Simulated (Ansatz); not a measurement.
## Run report: TaH2BrCl4O, geometry relaxation (part 2 of 2)

The same run, continued: TaH2BrCl4O; RHF/def2-SVP (Ansatz 0.2.0). The input holds or restrains some coordinates. Forces given for the steps count only the free coordinates. It belongs to a series of runs on one base structure; here: pulled along the bonds that form and break, towards end B.

Geometry of the input (Å):
```
Ta 0.0000  0.0000  0.0000
O  2.3700  0.0000  0.0000
H  2.7071  -0.5308  0.7903
Cl 0.0000  0.0000  2.4700
Cl 0.0000  0.0000  -2.4700
Cl -1.2350  2.1390  0.0000
Cl -1.2350  -2.1390  0.0000
Br 0.9302  2.3057  1.5878
H  2.1856  1.1033  0.7598
```

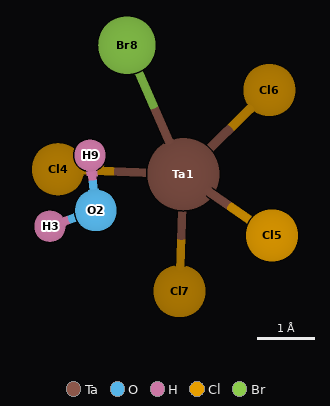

Fig. 1: The geometry at step 6 of the log (ball-and-stick view, seen at a tilt; atoms are numbered from 1 in the order of the input).

## Output, continued
```
relax step  12: F+E_penalty+E_count = -123598.43373682 eV  Δ(F+E_penalty+E_count) = -2.028e-2 eV  max|allowed force component| = 1.288e0 eV/Å  E_restraint = 0.03915921 eV  max|allowed force component, restraints' pulls added| = 7.740e-2 eV/Å  Δτ_max = 0.1766 Å  (40 SCF iters, accepted)
  distance Ta 0 - Br 7 = 2.6237 Å
  distance H 8 - O 1 = 0.9701 Å
  distance Ta 0 - O 1 = 3.2031 Å
  distance H 8 - Br 7 = 2.7565 Å
1613 factors; integrals over basis functions are off by at most 7.7e-4 eV
mean field -123598.43373682 eV, -4542.1586618007 hartree, gradient 1.1e-5 eV, S^2 0.000000; 1 other end points of the search recorded, 0 dependent functions left out
the calculation of the forces begins
reference -123598.43373682 eV, -4542.1586618007 hartree; 63, 63 occupied and 97, 97 virtual orbitals, 1613 factors
Total energy: -123598.43373682 eV, -4542.1586618007 hartree
Atom 0 at    -0.449718     0.521593     0.205114 Å, force     0.996250     0.552383     0.236236 eV/Å
Atom 1 at     2.619651    -0.389075     0.303588 Å, force    -0.186681     1.288107     0.027175 eV/Å
Atom 2 at     2.916097    -0.833491     1.084363 Å, force     0.007690    -0.004462     0.045418 eV/Å
Atom 3 at    -0.162357    -0.067605     2.445820 Å, force    -0.003969     0.007302     0.020854 eV/Å
Atom 4 at     0.216850     0.782294    -1.999180 Å, force     0.010880     0.024527    -0.048246 eV/Å
Atom 5 at    -2.505665     1.449504     0.203015 Å, force    -0.023020    -0.008463    -0.000595 eV/Å
Atom 6 at    -0.889152    -1.704205    -0.247546 Å, force    -0.021752    -0.066147    -0.012498 eV/Å
Atom 7 at     1.081612     2.583311     0.741681 Å, force    -0.588406    -0.535464    -0.161592 eV/Å
Atom 8 at     2.895582     0.535873     0.401045 Å, force    -0.190992    -1.257784    -0.106752 eV/Å
Dipole moment:     0.099186    -0.081622     0.211084 e Å
```

## Trajectory as extended XYZ (Å, eV, eV/Å), 12 frames, from step=1 to step=12
```
9
Properties=species:S:1:pos:R:3:forces:R:3 step=1 energy=-123592.08123
Ta    0.0000    0.0000    0.0000    0.0389   2.5262   0.7172
O     2.3700    0.0000    0.0000   -2.6529   1.0997   4.8093
H     2.7071   -0.5308    0.7903   -0.6289   0.9650  -2.4571
Cl    0.0000    0.0000    2.4700   -1.4833  -4.3223  -0.7021
Cl    0.0000    0.0000   -2.4700    0.3148  -0.0284   2.3950
Cl   -1.2350    2.1390    0.0000   -1.9294  -3.0431  -2.2187
Cl   -1.2350   -2.1390    0.0000    1.3467   2.3130   0.1004
Br    0.9302    2.3057    1.5878    5.0594   1.8090  -1.1643
H     2.1856    1.1033    0.7598   -0.0653  -1.3192  -1.4797
9
Properties=species:S:1:pos:R:3:forces:R:3 step=2 energy=-123593.01316
Ta   -0.1415    0.0892    0.0503    0.6089   1.9728   0.2476
O     2.5076    0.0342    0.0308   -3.2798   3.4037   4.5151
H     2.7114   -0.5358    0.7889    0.2807   0.0872  -1.0901
Cl   -0.0173   -0.0460    2.4657   -1.2025  -3.6780  -0.5829
Cl    0.0026    0.0003   -2.4413    0.3083   0.0830   2.4472
Cl   -1.2635    2.1148   -0.0247   -2.7261  -2.2862  -2.1530
Cl   -1.2215   -2.1138    0.0014    0.8516   2.1014   0.1928
Br    0.8461    2.3601    1.6002    3.8004   1.6727  -0.6054
H     2.2991    0.9753    0.6665    1.3584  -3.3566  -2.9714
9
Properties=species:S:1:pos:R:3:forces:R:3 step=3 energy=-123593.84096
Ta   -0.2524    0.1856    0.0987    1.5639  -0.1286  -0.2192
O     2.6184    0.0654    0.0654   -2.1935   0.2420   1.2071
H     2.7240   -0.5424    0.7880    0.5539  -0.5231  -0.2738
Cl   -0.0314   -0.0922    2.4592   -0.9972  -3.1310  -0.3449
Cl    0.0073    0.0032   -2.4049    0.2745   0.2583   2.5281
Cl   -1.3148    2.0944   -0.0551   -3.7846  -0.4793  -2.0817
Cl   -1.2141   -2.0840    0.0053    0.5403   2.0475   0.2374
Br    0.7671    2.3927    1.6014    3.2309   1.4047  -0.4781
H     2.4187    0.8556    0.5798    0.8118   0.3095  -0.5749
9
Properties=species:S:1:pos:R:3:forces:R:3 step=4 energy=-123595.06142
Ta   -0.3196    0.2802    0.1553    1.6213  -0.6116  -0.5688
O     2.7378    0.0243    0.0660   -1.5485  -0.4260   0.3566
H     2.7558   -0.5800    0.7934    0.5002  -0.5712  -0.0405
Cl   -0.0695   -0.2141    2.4532   -0.5124  -1.8243  -0.1826
Cl    0.0210    0.0211   -2.2938    0.3439   0.4136   2.2367
Cl   -1.4926    2.0999   -0.1351   -3.2672  -0.0474  -1.3818
Cl   -1.1997   -1.9942    0.0187    0.1878   1.6623   0.1934
Br    0.7268    2.4154    1.5532    2.1597   0.3359  -0.6567
H     2.5628    0.8256    0.5269    0.5153   1.0688   0.0437
9
Properties=species:S:1:pos:R:3:forces:R:3 step=5 energy=-123596.14062
Ta   -0.3484    0.3388    0.1750    1.0875  -0.0125  -0.2342
O     2.7889   -0.0273    0.0615   -1.4136   1.1298   0.9540
H     2.7895   -0.6131    0.8040    0.3796  -0.4187   0.0259
Cl   -0.0901   -0.2996    2.4394   -0.2312  -1.0769  -0.0081
Cl    0.0545    0.0549   -2.1680    0.5377   0.4468   1.3652
Cl   -1.6763    2.0825   -0.1976   -2.2373  -0.4351  -0.6589
Cl   -1.2013   -1.8986    0.0293   -0.1514   1.0241   0.0523
Br    0.7230    2.4091    1.4957    1.4303  -0.0004  -0.8352
H     2.6831    0.8315    0.4985    0.5983  -0.6570  -0.6610
9
Properties=species:S:1:pos:R:3:forces:R:3 step=6 energy=-123596.95569
Ta   -0.3802    0.3756    0.1894    0.8829   0.2945   0.2006
O     2.7758   -0.0570    0.0695   -0.9335   1.5481   1.1415
H     2.8272   -0.6338    0.8198    0.2621  -0.2204  -0.0501
Cl   -0.0966   -0.3611    2.4348   -0.0629  -0.4308  -0.0623
Cl    0.1309    0.1094   -2.0771    0.5764   0.4200   0.7463
Cl   -1.8593    2.0194   -0.2197   -1.3733  -0.6187  -0.1253
Cl   -1.2437   -1.8257    0.0252   -0.3325   0.6137  -0.1082
Br    0.7729    2.4208    1.4124    0.7129  -0.2628  -0.9129
H     2.7959    0.8306    0.4837    0.2680  -1.3434  -0.8296
9
Properties=species:S:1:pos:R:3:forces:R:3 step=7 energy=-123597.53265
Ta   -0.4001    0.3947    0.2030    0.6509   0.5168   0.3837
O     2.7632   -0.0795    0.0867   -0.5480   1.3596   1.1174
H     2.8672   -0.6541    0.8356    0.1843  -0.0770  -0.1379
Cl   -0.0877   -0.3778    2.4356    0.0069  -0.1682  -0.1730
Cl    0.2324    0.1772   -2.0093    0.4836   0.3691   0.4471
Cl   -2.0253    1.9204   -0.1955   -0.7261  -0.6657   0.1125
Cl   -1.3190   -1.7615   -0.0040   -0.3082   0.4144  -0.1281
Br    0.8230    2.4464    1.3131    0.2334  -0.3852  -0.8791
H     2.8693    0.8125    0.4728    0.0232  -1.3637  -0.7426
9
Properties=species:S:1:pos:R:3:forces:R:3 step=8 energy=-123597.96062
Ta   -0.4215    0.4112    0.2148    0.6084   0.5936   0.3739
O     2.7403   -0.1080    0.1176   -0.2153   1.0024   1.0833
H     2.9184   -0.6739    0.8625    0.0760   0.0581  -0.2698
Cl   -0.0627   -0.3853    2.4208    0.0474  -0.0071  -0.1755
Cl    0.3404    0.2605   -1.9491    0.2691   0.2735   0.3101
Cl   -2.1760    1.8061   -0.1483   -0.2909  -0.5086   0.1982
Cl   -1.4004   -1.6993   -0.0373   -0.2132   0.2505  -0.1764
Br    0.8714    2.4815    1.1949   -0.1566  -0.4659  -0.7474
H     2.9128    0.7854    0.4619   -0.1249  -1.1965  -0.5963
9
Properties=species:S:1:pos:R:3:forces:R:3 step=9 energy=-123598.22951
Ta   -0.4370    0.4275    0.2065    0.6294   0.6562   0.4212
O     2.7102   -0.1879    0.1948    0.0205   1.0578   0.9519
H     2.9933   -0.6947    0.9524   -0.1012   0.1195  -0.3748
Cl   -0.0408   -0.3489    2.3900    0.0336   0.0109  -0.0691
Cl    0.3720    0.3818   -1.9388    0.1916   0.1818   0.1112
Cl   -2.2931    1.7091   -0.0184   -0.1692  -0.3146   0.1241
Cl   -1.3969   -1.6715   -0.1162   -0.1214   0.0672  -0.1476
Br    0.9057    2.5306    1.0252   -0.2831  -0.4944  -0.5508
H     2.9095    0.7321    0.4423   -0.2001  -1.2844  -0.4661
9
Properties=species:S:1:pos:R:3:forces:R:3 step=10 energy=-123598.37489
Ta   -0.4566    0.4652    0.2177    0.8731   0.5102   0.1180
O     2.6668   -0.2714    0.2554    0.0560   1.2167   0.5759
H     2.9812   -0.7319    1.0260   -0.0893   0.0468  -0.2195
Cl   -0.0581   -0.2675    2.3966   -0.0115   0.0445   0.0119
Cl    0.3756    0.5291   -1.9328    0.0249   0.1153   0.0843
Cl   -2.4052    1.6053    0.1107   -0.0780  -0.1276   0.0828
Cl   -1.2616   -1.6808   -0.2074   -0.0309   0.0673  -0.0401
Br    0.9735    2.5714    0.8591   -0.4854  -0.5236  -0.3021
H     2.9072    0.6587    0.4125   -0.2589  -1.3496  -0.3112
9
Properties=species:S:1:pos:R:3:forces:R:3 step=11 energy=-123598.41346
Ta   -0.4490    0.5067    0.2097    0.8233   0.3779   0.1117
O     2.6381   -0.3571    0.3006   -0.0863   1.4231   0.2568
H     3.0042   -0.8032    1.0535   -0.0890   0.0188  -0.0801
Cl   -0.1242   -0.1466    2.4227    0.0208   0.0463   0.0158
Cl    0.2939    0.6816   -1.9793    0.0168   0.0471   0.0804
Cl   -2.4713    1.5065    0.1824   -0.0108  -0.0234   0.0188
Cl   -1.0654   -1.6949   -0.2430    0.0426   0.1179   0.0030
Br    1.0283    2.6036    0.7712   -0.5476  -0.5936  -0.2017
H     2.8684    0.5815    0.4202   -0.1698  -1.4141  -0.2048
9
Properties=species:S:1:pos:R:3:forces:R:3 step=12 energy=-123598.43374
Ta   -0.4497    0.5216    0.2051    0.9962   0.5524   0.2362
O     2.6197   -0.3891    0.3036   -0.1867   1.2881   0.0272
H     2.9161   -0.8335    1.0844    0.0077  -0.0045   0.0454
Cl   -0.1624   -0.0676    2.4458   -0.0040   0.0073   0.0209
Cl    0.2168    0.7823   -1.9992    0.0109   0.0245  -0.0482
Cl   -2.5057    1.4495    0.2030   -0.0230  -0.0085  -0.0006
Cl   -0.8892   -1.7042   -0.2475   -0.0218  -0.0661  -0.0125
Br    1.0816    2.5833    0.7417   -0.5884  -0.5355  -0.1616
H     2.8956    0.5359    0.4010   -0.1910  -1.2578  -0.1068
```

## Key numbers

| quantity | value |
| --- | --- |
| outcome | converged under the restraints of the input |
| total energy | −123598.4337 eV |
| mean-field energy | −123598.4337 eV |
| largest force (length of the vector) at the end, held atoms and coordinates included | 1.302 eV/Å |
| hardware | 4 threads of Intel Xeon @ 2.50GHz (Skylake/Cascade Lake), 32 GiB of memory available, shared host |
| wall time | 88 s (CPU time 5.4 min) |
| peak memory | 0.62 GiB |
